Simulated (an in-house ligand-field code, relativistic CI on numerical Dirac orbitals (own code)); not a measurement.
# d6 in a ligand field: terms against the cubic field

Aim: the terms of a d6 shell from Racah B and C and the field, by exact diagonalisation.

Method: parametric ligand-field model of a d^n configuration (Racah B and C, spin-orbit zeta, crystal field), exact diagonalisation. Code: an in-house ligand-field code version 1.

### Step 1. Starting point

- shell: d6
- set 1 (cm⁻¹): B = 450, C = 1770, Td, 10Dq = -6930
- set 2 (cm⁻¹): B = 450, C = 1770, Td, 10Dq = -7340
- set 3 (cm⁻¹): B = 450, C = 1770, Td, 10Dq = -7740
- set 4 (cm⁻¹): B = 450, C = 1770, Td, 10Dq = -8150
- set 5 (cm⁻¹): B = 450, C = 1770, Td, 10Dq = -8550
- set 6 (cm⁻¹): B = 450, C = 1770, Td, 10Dq = -8960
- set 7 (cm⁻¹): B = 450, C = 1770, Td, 10Dq = -9360
- set 8 (cm⁻¹): B = 450, C = 1770, Td, 10Dq = -9760

### Step 2. Set 1

Input settings:

```ini
n = 6
racah_B = 450  # cm-1
racah_C = 1770  # cm-1
zeta = 0  # cm-1
symmetry = Td
field = {"10Dq": -6930}  # cm-1
```

### Step 3. Set 2

Input settings:

```ini
n = 6
racah_B = 450  # cm-1
racah_C = 1770  # cm-1
zeta = 0  # cm-1
symmetry = Td
field = {"10Dq": -7340}  # cm-1
```

### Step 4. Set 3

Input settings:

```ini
n = 6
racah_B = 450  # cm-1
racah_C = 1770  # cm-1
zeta = 0  # cm-1
symmetry = Td
field = {"10Dq": -7740}  # cm-1
```

### Step 5. Set 4

Input settings:

```ini
n = 6
racah_B = 450  # cm-1
racah_C = 1770  # cm-1
zeta = 0  # cm-1
symmetry = Td
field = {"10Dq": -8150}  # cm-1
```

### Step 6. Set 5

Input settings:

```ini
n = 6
racah_B = 450  # cm-1
racah_C = 1770  # cm-1
zeta = 0  # cm-1
symmetry = Td
field = {"10Dq": -8550}  # cm-1
```

### Step 7. Set 6

Input settings:

```ini
n = 6
racah_B = 450  # cm-1
racah_C = 1770  # cm-1
zeta = 0  # cm-1
symmetry = Td
field = {"10Dq": -8960}  # cm-1
```

### Step 8. Set 7

Input settings:

```ini
n = 6
racah_B = 450  # cm-1
racah_C = 1770  # cm-1
zeta = 0  # cm-1
symmetry = Td
field = {"10Dq": -9360}  # cm-1
```

### Step 9. Set 8

Input settings:

```ini
n = 6
racah_B = 450  # cm-1
racah_C = 1770  # cm-1
zeta = 0  # cm-1
symmetry = Td
field = {"10Dq": -9760}  # cm-1
```

(Steps that only read results are left out.)

What does the calculation give? Wanted: lowest terms; sets at their largest spin, of those that allow S over 1.

**Answer**, as computed:

| set | 10Dq/B (size) | lowest | S | electrons in z² and x²-y² | first level of the same spin (cm⁻¹) |
| --- | --- | --- | --- | --- | --- |
| 1: Td | 15.4 | 5E | 2.00 | 3.00 | 5T2 6930 |
| 2: Td | 16.3 | 5E | 2.00 | 3.00 | 5T2 7340 |
| 3: Td | 17.2 | 5E | 2.00 | 3.00 | 5T2 7740 |
| 4: Td | 18.1 | 5E | 2.00 | 3.00 | 5T2 8150 |
| 5: Td | 19.0 | 5E | 2.00 | 3.00 | 5T2 8550 |
| 6: Td | 19.9 | 5E | 2.00 | 3.00 | 5T2 8960 |
| 7: Td | 20.8 | 5E | 2.00 | 3.00 | 5T2 9360 |
| 8: Td | 21.7 | 5E | 2.00 | 3.00 | 5T2 9760 |

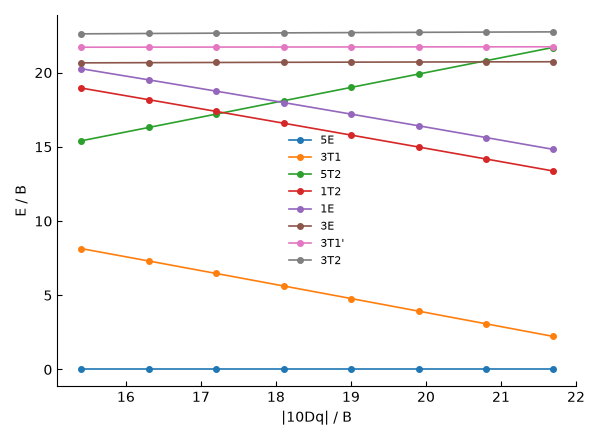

Terms above the lowest against the field, in units of B (a stretch of a Tanabe-Sugano diagram).

| quantity | value |
| --- | --- |
| lowest terms | 1: 5E, 2: 5E, 3: 5E, 4: 5E, 5: 5E, 6: 5E, 7: 5E, 8: 5E |
| sets at their largest spin, of those that allow S over 1 | 1, 2, 3, 4, 5, 6, 7, 8 |

What this shows: The lowest term stays 5E over this range. A negative 10Dq stands for a tetrahedral field. B, C and the field are free parameters here, not those of a compound.
